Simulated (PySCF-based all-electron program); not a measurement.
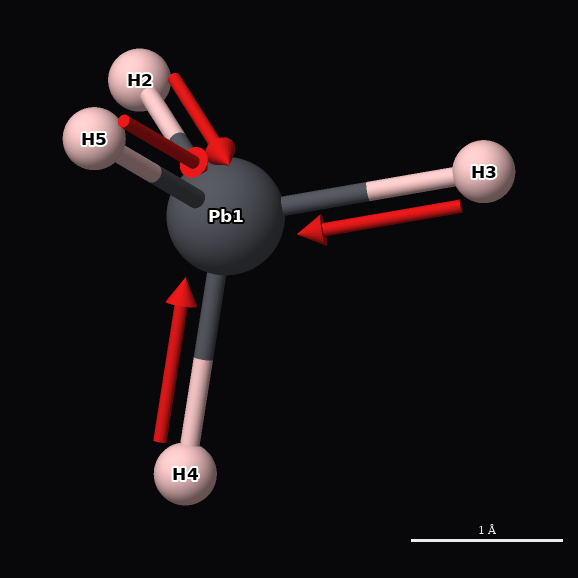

Arrows show the forces on the atoms, 20 Å of arrow for 1 eV/Å; forces under a tenth of the largest aren't drawn. Level of theory: HSE06, all-electron, scalar-relativistic (Koelling-Harmon), large uncontracted Gaussian sets (PySCF-based all-electron program).

List the force components in the frame of the picture (x right, y up, z towards the viewer), in eV/Å.

| atom | Fx | Fy | Fz |
| --- | --- | --- | --- |
| Pb1 | 0.00 | 0.00 | 0.00 |
| H2 | 0.02 | −0.03 | 0.04 |
| H3 | −0.05 | −0.01 | −0.01 |
| H4 | 0.01 | 0.05 | 0.01 |
| H5 | 0.03 | −0.02 | −0.05 |
